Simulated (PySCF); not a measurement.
System: C$_{3}$H$_{8}$O$_{2}$Si (SMILES C=CO[SiH2]OC).

```xyz
14

C     3.2308   -0.4008   -0.2959
C     2.1642    0.2827    0.0808
O     0.9135   -0.1588   -0.1259
Si   -0.4942    0.5798    0.1639
O    -1.4890   -0.6105   -0.2664
C    -2.8780   -0.5716   -0.2597
H     4.2202   -0.0275   -0.1139
H     3.1343   -1.3480   -0.7949
H     2.2455    1.2402    0.5831
H    -0.6381    0.9418    1.5776
H    -0.6550    1.7761   -0.6683
H    -3.2473   -1.5610   -0.5310
H    -3.2490    0.1611   -0.9803
H    -3.2586   -0.3040    0.7289
```

Geometry: GFN2-xTB.

Theory: PBE0/pcSseg-1, SCF density, gas phase, non-relativistic (PySCF 2.14.0).

**What will maps of the electron density and electron localisation function show?**

C–C (1.32 Å): ρ at the midpoint is about 2.4 e/Å³; the ELF peaks at about 0.95 between the atoms; a short, multiple covalent bond.
C–O (1.34 Å): ρ is about 2.3 e/Å³ halfway; the ELF peaks at about 0.90 between the atoms; a shared but strongly polarised pair.
Si–O (1.61 Å): ρ at the midpoint is about 1.2 e/Å³; the ELF peaks at about 0.85 between the atoms, as expected for a short, strongly polar bond.
C–H (1.07 Å): ρ is about 2 e/Å³ halfway; the ELF climbs to about 1 towards the hydrogen, as it does in any bond to H; an ordinary covalent bond to hydrogen.

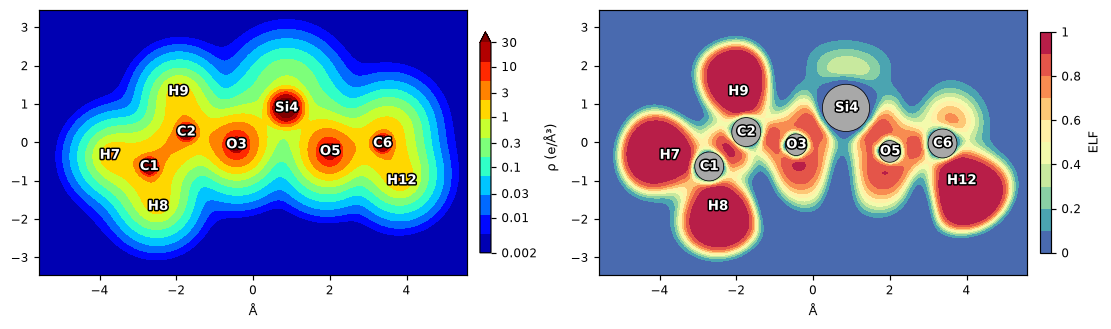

Computed electron density and electron localisation function on the plane of atoms O3, Si4 and O5, in this order. Grey discs cover the atomic cores in the ELF map. 
